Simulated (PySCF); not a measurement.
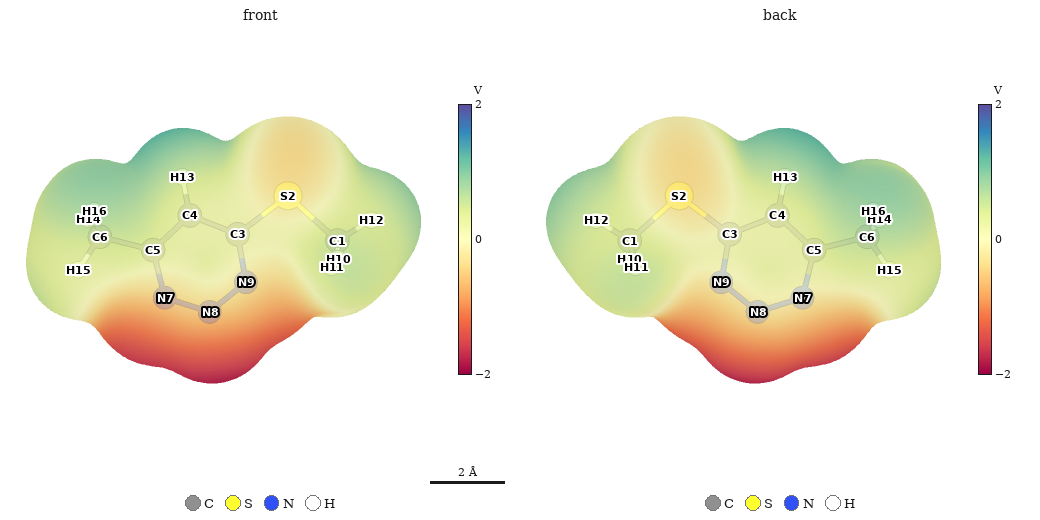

*C5H7N3S. The molecular electrostatic potential painted on the density surface at 0.001 e/bohr³, seen from the front and from behind; red is negative and blue positive.*

Geometry: GFN2-xTB.

Theory: PBE0/def2-SVPD, SCF density, gas phase (PySCF 2.14.0).

Input

```
{"job": {"kind": "uv", "xc": "PBE0", "basis": "def2-SVPD", "nstates": 6, "ntriplets": 2}, "charge": 0, "multiplicity": 1}
C      3.351151    -0.482698    -0.225864
S      2.186602    -0.018496     1.083096
C      0.690544    -0.045125     0.192357
C     -0.525774     0.257205     0.807963
C     -1.640574     0.198449    -0.015613
C     -3.018412     0.489272     0.470523
N     -1.502267    -0.129934    -1.306899
N     -0.346917    -0.393797    -1.797043
N      0.737250    -0.363957    -1.103224
H      3.084272    -1.463178    -0.605601
H      3.300924     0.253146    -1.021312
H      4.335772    -0.496532     0.229773
H     -0.584253     0.517454     1.852819
H     -3.069059     1.503826     0.862290
H     -3.722647     0.379884    -0.348845
H     -3.284212    -0.196575     1.273217
```

Command:

```sh
OMP_NUM_THREADS=1 python probes_run.py task.json out
```

Where is the surface potential most negative and most positive?

The most negative region (about −1.8 V) lies over N8, the most positive (about +1.2 V) over H13. N8 is the likeliest acceptor of a hydrogen bond.
